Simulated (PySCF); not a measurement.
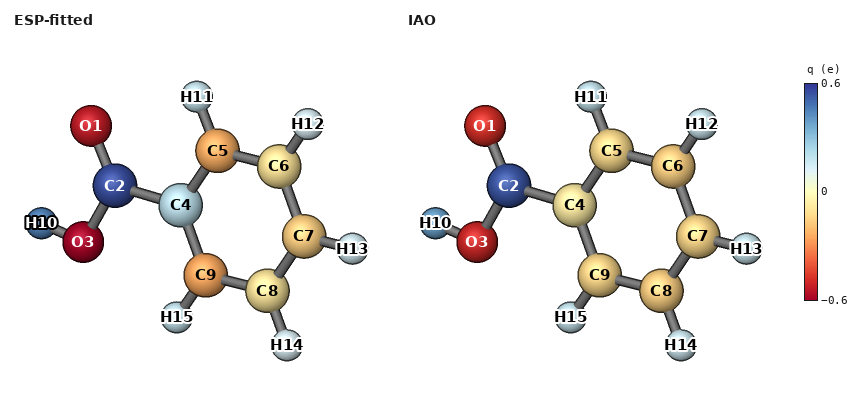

Atomic charges of one calculation by 2 schemes, on one colour scale. The computed structure is the end point of a PBE0-D3(BJ)/def2-TZVP optimisation. No frequency run is at hand to confirm it as a minimum. Level of theory: PBE0/pcSseg-2 (PySCF 2.14.0).

> On which atom do the schemes disagree most?

On C4 (from −0.07 to 0.19 e).

List the charges (e), one line for each set of equivalent atoms.

| atom | ESP-fitted | IAO |
| --- | --- | --- |
| O1 | −0.53 | −0.48 |
| C2 | 0.55 | 0.54 |
| O3 | −0.59 | −0.50 |
| C4 | 0.19 | −0.07 |
| C5 | −0.23 | −0.13 |
| C6 | −0.09 | −0.15 |
| C7 | −0.16 | −0.13 |
| C8 | −0.09 | −0.15 |
| C9 | −0.25 | −0.13 |
| H10 | 0.44 | 0.38 |
| H11 | 0.16 | 0.18 |
| H12 | 0.13 | 0.16 |
| H13 | 0.14 | 0.16 |
| H14 | 0.13 | 0.16 |
| H15 | 0.17 | 0.17 |
